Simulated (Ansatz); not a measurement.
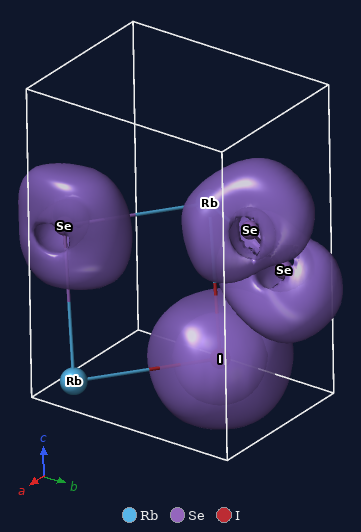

*Rb2Se3I. Isosurface of the electron localisation function at 0.7 (purple), seen slightly off an axis. Core shells and regions of very low density are left out. Sticks mark near contacts.*

Space group P1; a generated structure, not necessarily the stable one; computed without spin polarisation.

Theory: DFT PBE, scalar-relativistic, plane waves, PAW (Ansatz).

In a PAW calculation such maps are meaningful between the atoms, not at the nuclei.

Question: What do the ELF domains correspond to?

Answer: The surface consists of one region wrapped around I (its valence shell) and three regions wrapped around Se (the valence shell of each), counted in one cell of 6 atoms. Regions shared between cells count once.

Values along the shortest contacts:
Se–Se (2.40 Å): the ELF peaks at about 0.70 between the atoms. Rb–Se (3.51 Å): the ELF is about 0.10 at the midpoint (no localised pair shows between them).
